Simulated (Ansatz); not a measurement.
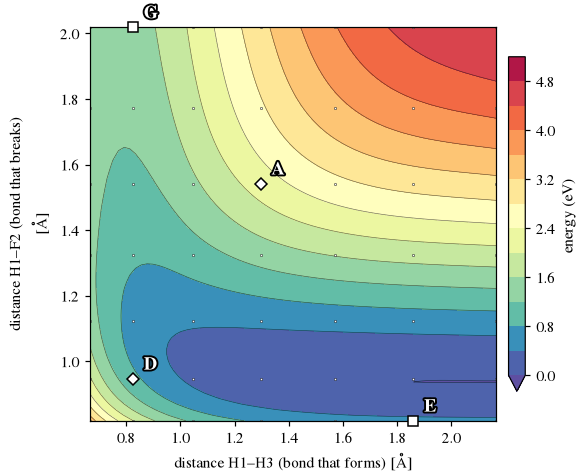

The reacting system FH₂ (fragments FH + H where the first distance is long, H₂ + F where the second is long), spin multiplicity 2. First axis: distance H1–H3 (bond that forms). Second axis: distance H1–F2 (bond that breaks). Relaxed at each point: all other coordinates. The grid has 7 × 7 points. Points are written as (first, second). Energies: eV, counted from the lowest grid point. Level of theory: UKS PBE-D4/def2-TZVP in Ansatz 0.2.0.

The picture shows filled contours, dots at the grid points, lettered points. Between grid points the surface is interpolated.

Question: Rank the lettered points by energy, lowest first.

Answer: E (0.50 eV), D (0.92 eV), G (1.43 eV), A (2.18 eV).
